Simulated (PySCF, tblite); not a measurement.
# C₃₄H₃₆B₂O₄: electronic excitations, NMR shifts

What do calculations give for the electronic excitations, NMR shifts of C₃₄H₃₆B₂O₄ (`CC1(C)OB(c2cccc3c2ccc2ccc4ccc5c(B6OC(C)(C)C(C)(C)O6)cccc5c4c23)OC1(C)C`)?

Computed with tblite 0.8.0 and PySCF 2.14.0 and routines of our own; the level stands in each step. Atoms count from 0.

## 1. The system as given

76 atoms, charge 0, multiplicity 1; geometry from: force field, distance geometry or constructed start.

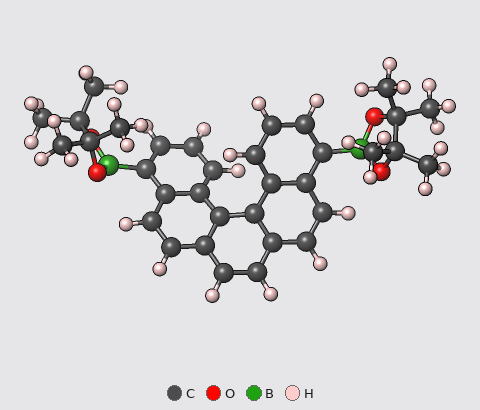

The starting geometry (carbon dark grey, oxygen red, boron green, hydrogen pink).

## 2. Optimising the geometry with GFN2-xTB

Job settings and geometry (Å):

```
{"job": {"kind": "relax", "xc": "GFN2-xTB", "basis": "xTB"}, "charge": 0, "multiplicity": 1}
C     -5.529000     1.634500     1.967800
C     -6.435000     0.755700     1.048500
C     -7.785900     1.474800     0.932400
O     -5.851000     0.711400    -0.226000
B     -5.042200    -0.504000    -0.124000
C     -3.460900    -0.347000    -0.110800
C     -2.757700    -1.044900     0.884000
C     -1.388500    -0.858700     1.060100
C     -0.679100    -0.036800     0.196100
C     -1.315100     0.574900    -0.906700
C     -2.737700     0.496100    -1.005800
C     -3.391800     1.286500    -1.969600
C     -2.690500     2.239100    -2.697000
C     -1.294000     2.318000    -2.612200
C     -0.622600     3.375200    -3.238900
C      0.757900     3.487400    -3.109800
C      1.502800     2.459200    -2.525700
C      2.894600     2.548500    -2.479000
C      3.660200     1.485000    -2.021700
C      3.063400     0.244400    -1.724800
C      3.834700    -0.902900    -1.406000
B      5.383700    -0.839500    -1.048700
O      5.861600     0.294900    -0.255400
C      6.140400    -0.330700     0.963500
C      7.284100     0.474300     1.639600
C      4.889300    -0.186000     1.884800
C      6.529200    -1.832500     0.603700
C      5.895300    -2.885500     1.544600
C      8.053800    -2.091300     0.577000
O      6.073900    -2.076900    -0.702300
C      3.218800    -2.164100    -1.376900
C      1.855200    -2.291000    -1.642900
C      1.078300    -1.164300    -1.883300
C      1.645500     0.126700    -1.834800
C      0.849300     1.302100    -2.034900
C     -0.575900     1.359400    -1.858700
O     -5.650600    -1.512100     0.726600
C     -6.544200    -0.764800     1.519400
C     -6.192900    -0.998200     3.008500
C     -7.948200    -1.376800     1.275100
H     -4.525300     1.191400     2.106500
H     -5.384000     2.633200     1.515300
H     -5.993500     1.779900     2.964500
H     -8.425900     1.011800     0.149400
H     -8.332100     1.470700     1.906200
H     -7.643600     2.537100     0.623100
H     -3.271600    -1.695300     1.583800
H     -0.880700    -1.350200     1.878600
H      0.366500     0.129500     0.411300
H     -4.453800     1.239800    -2.123100
H     -3.237800     2.909500    -3.341200
H     -1.160500     4.138400    -3.775600
H      1.254100     4.350700    -3.543900
H      3.395400     3.451800    -2.811700
H      4.734300     1.609600    -2.020900
H      6.947100     1.507500     1.875200
H      7.601900    -0.020900     2.585300
H      8.162900     0.580500     0.965500
H      4.615100     0.884600     1.990100
H      5.097100    -0.584300     2.896900
H      4.010200    -0.707400     1.458700
H      6.207600    -2.706400     2.593400
H      6.221600    -3.908900     1.257000
H      4.788500    -2.869200     1.474100
H      8.506900    -1.973500     1.590600
H      8.549500    -1.401400    -0.132600
H      8.266700    -3.123000     0.230200
H      3.782000    -3.064700    -1.150600
H      1.396500    -3.279000    -1.660800
H      0.033100    -1.318400    -2.116100
H     -6.856500    -0.391000     3.665800
H     -6.323600    -2.068100     3.282600
H     -5.132700    -0.739300     3.219400
H     -8.225700    -1.283600     0.205300
H     -7.932500    -2.464700     1.512900
H     -8.709700    -0.898600     1.906700
```

Run with:

```sh
> OMP_NUM_THREADS=4 python large_run.py task.json out
```

One launch serves the whole session: the jobs run in the order shown.

The program printed:

```text
step      E/eV     max force
  0   -2994.41107    3.065
  1   -2995.19614    1.625
  2   -2995.49902    1.123
  3   -2995.61723    0.728
  4   -2995.76896    0.536
  5   -2995.82587    0.491
  6   -2995.91149    0.348
  7   -2995.94496    0.297
  8   -2995.97054    0.220
  9   -2995.98669    0.159
 10   -2996.00436    0.194
 11   -2996.02159    0.237
 12   -2996.03996    0.278
 13   -2996.05922    0.227
 14   -2996.07937    0.163
 15   -2996.09890    0.187
 16   -2996.11777    0.191
 17   -2996.13608    0.191
 18   -2996.15448    0.187
 19   -2996.17428    0.188
 20   -2996.19492    0.203
 21   -2996.21354    0.164
 22   -2996.22981    0.194
 23   -2996.24728    0.176
 24   -2996.27020    0.253
 25   -2996.29864    0.281
 26   -2996.32811    0.281
 27   -2996.35533    0.305
 28   -2996.38027    0.278
 29   -2996.40215    0.219
 30   -2996.42091    0.178
 31   -2996.43688    0.185
 32   -2996.45182    0.212
 33   -2996.46715    0.207
 34   -2996.48301    0.186
 35   -2996.49826    0.207
 36   -2996.51255    0.203
 37   -2996.52640    0.222
 38   -2996.54060    0.222
 39   -2996.55500    0.220
 40   -2996.57001    0.226
 41   -2996.58602    0.231
 42   -2996.60148    0.208
 43   -2996.61574    0.201
 44   -2996.62993    0.190
 45   -2996.64304    0.175
 46   -2996.65614    0.160
 47   -2996.66851    0.180
 48   -2996.67994    0.190
 49   -2996.68920    0.164
 50   -2996.69646    0.146
 51   -2996.70224    0.125
 52   -2996.70762    0.125
 53   -2996.71248    0.118
 54   -2996.71760    0.108
 55   -2996.72295    0.102
 56   -2996.72809    0.096
 57   -2996.73005    0.073
 58   -2996.73352    0.060
 59   -2996.73490    0.065
 60   -2996.73785    0.070
 61   -2996.74000    0.074
 62   -2996.74235    0.096
 63   -2996.74454    0.085
 64   -2996.74677    0.080
 65   -2996.74898    0.076
 66   -2996.75136    0.075
 67   -2996.75375    0.074
 68   -2996.75584    0.062
 69   -2996.75762    0.075
 70   -2996.75937    0.067
 71   -2996.76113    0.057
 72   -2996.76267    0.050
 73   -2996.76386    0.048
 74   -2996.76491    0.049
 75   -2996.76606    0.048
 76   -2996.76730    0.060
 77   -2996.76859    0.078
 78   -2996.76998    0.088
 79   -2996.77150    0.076
 80   -2996.77295    0.052
 81   -2996.77410    0.048
 82   -2996.77507    0.046
 83   -2996.77612    0.051
 84   -2996.77736    0.049
 85   -2996.77859    0.046
 86   -2996.77962    0.049
 87   -2996.78060    0.055
 88   -2996.78173    0.053
 89   -2996.78304    0.056
 90   -2996.78440    0.059
 91   -2996.78579    0.064
 92   -2996.78737    0.057
 93   -2996.78917    0.060
 94   -2996.79089    0.057
 95   -2996.79229    0.052
 96   -2996.79355    0.058
 97   -2996.79491    0.057
 98   -2996.79641    0.061
 99   -2996.79788    0.054
100   -2996.79934    0.061
101   -2996.80099    0.062
102   -2996.80299    0.066
103   -2996.80520    0.063
104   -2996.80740    0.067
105   -2996.80959    0.070
106   -2996.81194    0.073
107   -2996.81439    0.087
108   -2996.81680    0.080
109   -2996.81926    0.066
110   -2996.82198    0.071
111   -2996.82501    0.074
112   -2996.82775    0.073
113   -2996.82991    0.057
114   -2996.83165    0.055
115   -2996.83335    0.058
116   -2996.83510    0.065
117   -2996.83671    0.051
118   -2996.83807    0.055
119   -2996.83935    0.057
120   -2996.84070    0.065
121   -2996.84219    0.055
122   -2996.84370    0.062
123   -2996.84515    0.055
124   -2996.84651    0.051
125   -2996.84792    0.058
126   -2996.84945    0.061
127   -2996.85103    0.066
128   -2996.85249    0.057
129   -2996.85378    0.047
130   -2996.85500    0.051
131   -2996.85621    0.051
132   -2996.85735    0.049
133   -2996.85837    0.045
134   -2996.85930    0.045
135   -2996.86019    0.049
136   -2996.86101    0.043
137   -2996.86182    0.042
138   -2996.86274    0.044
139   -2996.86391    0.048
140   -2996.86526    0.047
141   -2996.86658    0.049
142   -2996.86782    0.050
143   -2996.86914    0.047
144   -2996.87067    0.053
145   -2996.87230    0.061
146   -2996.87387    0.052
147   -2996.87541    0.056
148   -2996.87729    0.064
149   -2996.87963    0.070
150   -2996.88229    0.077
151   -2996.88490    0.073
152   -2996.88739    0.083
153   -2996.88996    0.080
154   -2996.89276    0.088
155   -2996.89588    0.084
156   -2996.89872    0.074
157   -2996.90133    0.082
158   -2996.90355    0.068
159   -2996.90547    0.077
160   -2996.90715    0.074
161   -2996.90907    0.066
162   -2996.91136    0.080
163   -2996.91404    0.076
164   -2996.91645    0.070
165   -2996.91864    0.070
166   -2996.92063    0.073
167   -2996.92311    0.080
168   -2996.92601    0.094
169   -2996.92950    0.099
170   -2996.93275    0.069
171   -2996.93553    0.069
172   -2996.93789    0.084
173   -2996.94071    0.108
174   -2996.94431    0.103
175   -2996.94740    0.074
176   -2996.94999    0.074
177   -2996.95243    0.067
178   -2996.95499    0.074
179   -2996.95795    0.080
180   -2996.96086    0.087
181   -2996.96351    0.079
182   -2996.96594    0.084
183   -2996.96851    0.080
184   -2996.97125    0.083
185   -2996.97450    0.071
186   -2996.97677    0.084
187   -2996.97996    0.069
188   -2996.98281    0.070
189   -2996.98533    0.059
190   -2996.98743    0.077
191   -2996.98940    0.063
192   -2996.99166    0.068
193   -2996.99411    0.079
194   -2996.99679    0.082
195   -2996.99967    0.092
196   -2997.00260    0.065
197   -2997.00507    0.067
198   -2997.00730    0.068
199   -2997.00945    0.067
200   -2997.01192    0.069
201   -2997.01459    0.067
202   -2997.01701    0.066
203   -2997.01892    0.055
204   -2997.02053    0.058
205   -2997.02205    0.063
206   -2997.02392    0.052
207   -2997.02533    0.058
208   -2997.02668    0.052
209   -2997.02785    0.045
210   -2997.02913    0.058
211   -2997.03059    0.071
212   -2997.03216    0.069
213   -2997.03387    0.054
214   -2997.03551    0.061
215   -2997.03735    0.058
216   -2997.03958    0.070
217   -2997.04205    0.076
218   -2997.04445    0.074
219   -2997.04679    0.084
220   -2997.04883    0.065
221   -2997.05091    0.072
222   -2997.05299    0.054
223   -2997.05521    0.067
224   -2997.05749    0.066
225   -2997.06035    0.077
226   -2997.06328    0.073
227   -2997.06622    0.094
228   -2997.06896    0.088
229   -2997.07113    0.070
230   -2997.07298    0.052
231   -2997.07443    0.047
232   -2997.07559    0.053
233   -2997.07661    0.044
234   -2997.07776    0.046
235   -2997.07894    0.050
236   -2997.08031    0.056
237   -2997.08185    0.053
238   -2997.08340    0.049
239   -2997.08478    0.053
240   -2997.08595    0.053
241   -2997.08698    0.047
242   -2997.08793    0.044
243   -2997.08875    0.044
244   -2997.08940    0.031
245   -2997.08993    0.039
246   -2997.09046    0.037
247   -2997.09103    0.036
248   -2997.09158    0.032
249   -2997.09213    0.028
250   -2997.09268    0.030
251   -2997.09321    0.030
252   -2997.09371    0.030
253   -2997.09418    0.032
254   -2997.09465    0.035
255   -2997.09512    0.029
256   -2997.09559    0.030
257   -2997.09604    0.032
258   -2997.09645    0.033
259   -2997.09685    0.030
260   -2997.09724    0.034
261   -2997.09763    0.024
262   -2997.09795    0.024
263   -2997.09821    0.020
264   -2997.09841    0.020
```

It took 20 s on 4 threads of Arm Neoverse V2, shared host; peak memory 0.19 GiB.

The steps of the relaxation:

```
step  energy from step 0 (eV)  largest force (eV/Å)
   0                   0.0000                3.0647
   1                  -0.7851                1.6244
   2                  -1.0880                1.1228
   3                  -1.2062                0.7277
   4                  -1.3579                0.5358
   5                  -1.4148                0.4909
   6                  -1.5004                0.3482
   7                  -1.5339                0.2967
   8                  -1.5595                0.2191
  30                  -2.0098                0.1783
  53                  -2.3014                0.1186
  76                  -2.3562                0.0595
  99                  -2.3868                0.0537
 122                  -2.4326                0.0618
 145                  -2.4612                0.0619
 168                  -2.5149                0.0940
 191                  -2.5783                0.0628
 214                  -2.6244                0.0607
 237                  -2.6708                0.0534
 260                  -2.6862                0.0343
 261                  -2.6866                0.0234
 262                  -2.6869                0.0248
 263                  -2.6871                0.0203
 264                  -2.6873                0.0202
```

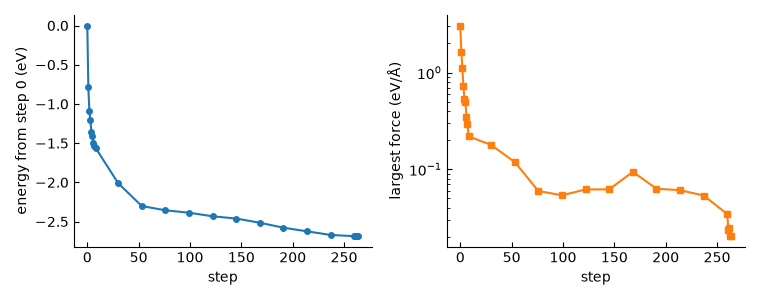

Energy and largest force along the relaxation.

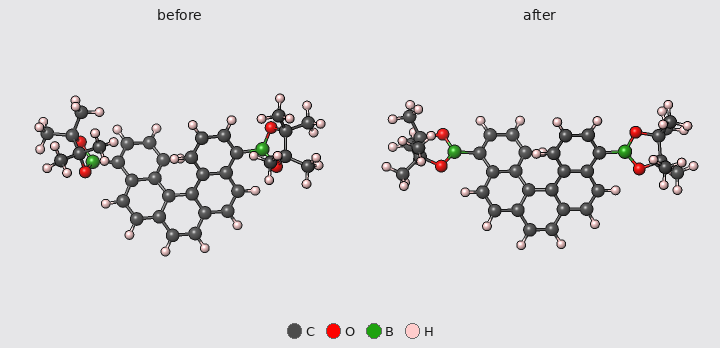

The geometry before (left) and after (right).

Distances of close pairs at the start and the end, largest changes first:

```
   bond  before (Å)  after (Å)  change (Å)
  O3–B4       1.463      1.368      -0.096
B21–O22       1.464      1.369      -0.096
B21–O29       1.459      1.368      -0.090
 B4–O36       1.453      1.368      -0.085
C11–C12       1.389      1.354      -0.034
C17–C18       1.388      1.355      -0.033
C14–C15       1.391      1.359      -0.032
C28–H64       1.116      1.086      -0.031
```

The next job starts from the end point, and lists it.

## 3. Electronic excitations: TDA PBE0/6-31G*

Job settings and geometry (Å):

```
{"job": {"kind": "uv", "basis": "6-31G*", "grid": 1, "kgrid": 0, "vcut": 1.5, "nstates": 6, "ntriplets": 2, "tda": true, "delta": ["ip_vertical"], "pop": true, "xc": "PBE0"}, "charge": 0, "multiplicity": 1}
C     -7.663933     1.897905     1.642767
C     -7.385416     0.834601     0.572765
C     -8.343341     1.044910    -0.597782
O     -6.044577     1.035556     0.125825
B     -5.235261     0.093619     0.699002
C     -3.666283     0.075578     0.700248
C     -3.049062    -0.645363     1.705957
C     -1.667460    -0.599998     1.884796
C     -0.878630     0.095497     1.005349
C     -1.437509     0.747786    -0.108793
C     -2.852444     0.801751    -0.208622
C     -3.439238     1.635901    -1.197198
C     -2.670974     2.470953    -1.936696
C     -1.254799     2.445582    -1.848658
C     -0.483871     3.417642    -2.527272
C      0.863321     3.462223    -2.356517
C      1.531390     2.407302    -1.693137
C      2.944687     2.423357    -1.557135
C      3.614616     1.373236    -1.024079
C      2.936591     0.156949    -0.740723
C      3.660655    -1.016989    -0.404156
B      5.203777    -1.065140    -0.127469
O      6.052049    -0.006947     0.057136
C      7.312247    -0.496665     0.518796
C      8.441031     0.283491    -0.150683
C      7.362927    -0.247810     2.031449
C      7.251460    -2.022501     0.153810
C      7.821244    -2.961894     1.214570
C      7.902669    -2.338409    -1.198527
O      5.853175    -2.261530     0.009509
C      2.969063    -2.211179    -0.311925
C      1.602088    -2.281433    -0.574726
C      0.891492    -1.141687    -0.849189
C      1.525320     0.113692    -0.878250
C      0.797148     1.321154    -1.176875
C     -0.622672     1.466513    -1.056283
O     -5.958354    -0.847773     1.378432
C     -7.349527    -0.624704     1.154892
C     -8.111258    -0.808923     2.465974
C     -7.826514    -1.682478     0.151307
H     -6.974858     1.787628     2.476159
H     -7.503804     2.880437     1.204798
H     -8.686827     1.831929     2.000736
H     -8.066002     0.430664    -1.448492
H     -9.361686     0.812152    -0.298631
H     -8.297131     2.086819    -0.905707
H     -3.662050    -1.215673     2.387201
H     -1.217186    -1.105473     2.727067
H      0.183801     0.160608     1.180937
H     -4.512279     1.640898    -1.287015
H     -3.123395     3.175876    -2.619597
H     -0.995212     4.159166    -3.124506
H      1.452392     4.267313    -2.772084
H      3.472853     3.310792    -1.876709
H      4.680163     1.408030    -0.870489
H      8.399911     1.318460     0.180461
H      9.403046    -0.136754     0.130376
H      8.341320     0.271073    -1.231063
H      7.241508     0.817698     2.211559
H      8.312526    -0.568955     2.448486
H      6.548002    -0.768351     2.528241
H      8.863467    -2.723952     1.409266
H      7.757103    -3.984062     0.850267
H      7.256108    -2.897586     2.138705
H      8.982200    -2.234675    -1.145926
H      7.507362    -1.684563    -1.972002
H      7.657499    -3.362802    -1.469109
H      3.516703    -3.107107    -0.063025
H      1.102411    -3.239092    -0.564141
H     -0.162980    -1.208360    -1.069476
H     -9.155673    -0.539767     2.333219
H     -8.052677    -1.852048     2.766586
H     -7.678785    -0.206907     3.258466
H     -7.284182    -1.590072    -0.786324
H     -7.619909    -2.668517     0.561790
H     -8.893516    -1.590448    -0.030527
```

Method: TDA PBE0/6-31G*, vertical, gas phase, core orbitals frozen in the response, virtual orbitals cut by energy.

The program printed:

```text
start: PBE on a coarse grid of 61173 points
cycle   1  E = -1665.8196181732  dE =  6.086e+00  |g| = 1.638e+00  |ddm| = 9.541e+00
cycle   2  E = -1664.8789507761  dE =  9.407e-01  |g| = 2.673e+00  |ddm| = 4.855e+00
cycle   3  E = -1666.3872975019  dE = -1.508e+00  |g| = 5.104e-01  |ddm| = 3.405e+00
cycle   4  E = -1666.4393591395  dE = -5.206e-02  |g| = 2.035e-01  |ddm| = 7.395e-01
cycle   5  E = -1666.4468514528  dE = -7.492e-03  |g| = 1.307e-01  |ddm| = 3.950e-01
cycle   6  E = -1666.4516140204  dE = -4.763e-03  |g| = 2.148e-02  |ddm| = 1.670e-01
cycle   7  E = -1666.4517200766  dE = -1.061e-04  |g| = 7.820e-03  |ddm| = 3.218e-02
final grid: 263414 points
cycle   8  E = -1666.2180222963  dE = -1.826e-02  |g| = 8.703e-02  |ddm| = 1.336e+00
cycle   9  E = -1666.2170236264  dE =  9.987e-04  |g| = 1.148e-01  |ddm| = 1.912e-01
cycle  10  E = -1666.2197453677  dE = -2.722e-03  |g| = 1.444e-02  |ddm| = 1.097e-01
cycle  11  E = -1666.2197924223  dE = -4.705e-05  |g| = 4.025e-03  |ddm| = 1.874e-02
cycle  12  E = -1666.2197942183  dE = -1.796e-06  |g| = 2.636e-03  |ddm| = 7.384e-03
cycle  13  E = -1666.2197918963  dE =  2.322e-06  |g| = 6.727e-04  |ddm| = 3.975e-03
cycle  14  E = -1666.2197946198  dE = -2.723e-06  |g| = 3.077e-04  |ddm| = 1.136e-03
cycle  15  E = -1666.2197948302  dE = -2.104e-07  |g| = 7.193e-05  |ddm| = 4.558e-04
converged SCF energy = -1666.2197948302
Vertical ionisation energy (delta-SCF) = 6.7127 eV   <S^2> = 0.766

Static polarisability (au): isotropic 412.223, principal 226.336 414.970 595.363

Singlet excitations
state   eV       nm        f      main configurations
  1   3.4929    355.0   0.00003   H->L 0.57, H-1->L+1 0.37
  2   3.7993    326.3   0.02561   H-1->L 0.49, H->L+1 0.44
  3   3.9405    314.6   0.30339   H-1->L 0.42, H->L+1 0.42, H-1->L+2 0.12
  4   4.0878    303.3   0.00119   H->L+2 0.45, H->L 0.26, H-1->L+1 0.20
  5   4.2049    294.9   0.02353   H-2->L 0.57, H-1->L+2 0.28
  6   4.4273    280.0   0.04007   H-2->L+1 0.38, H-1->L+1 0.28, H->L+2 0.17

Triplet excitations (Tamm-Dancoff, eV): 2.6936 2.9828
```

Wall time 4.3 min (4 threads of Arm Neoverse V2, shared host); peak memory 3.1 GiB.

The orbitals next to the gap, with their largest atomic shares:

```csv
orbital,eV,atoms
HOMO−4,-7.52,"C20 11 %, C5 10 %, C32 10 %"
HOMO−3,-6.85,"C6 10 %, C30 10 %, C33 10 %"
HOMO−2,-6.23,"C5 10 %, C20 10 %, C31 10 %"
HOMO−1,-5.67,"C15 11 %, C14 10 %, C35 8 %"
HOMO,-5.52,"C18 13 %, C11 13 %, C16 7 %"
LUMO,-1.10,"C32 11 %, C30 10 %, C34 10 %"
LUMO+1,-1.04,"C11 11 %, C18 11 %, C35 7 %"
LUMO+2,-0.53,"C10 10 %, C19 10 %, C12 10 %"
LUMO+3,0.23,"C30 12 %, C6 12 %, C33 10 %"
```

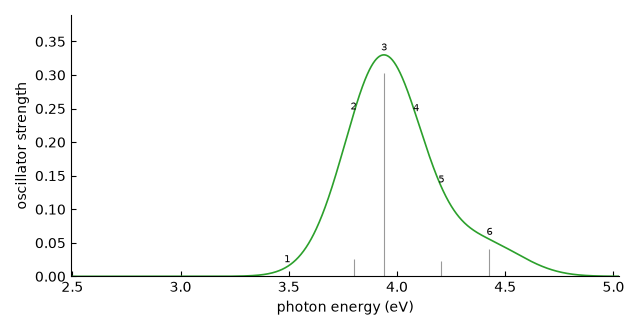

Absorption spectrum from the 6 singlet states computed; above the last one it falls off for lack of states. Lines are broadened to a width of 0.40 eV (Gaussian).

Ground-state properties from the same run:

| property | computed |
| --- | --- |
| dipole moment (D) | 0.91 |
| polarisability (Å³) | 61.09 |
| HOMO–LUMO gap (eV) | 4.43 |
| −ε(HOMO) (eV) | 5.52 |

(Part 1 of 2 ends here.)
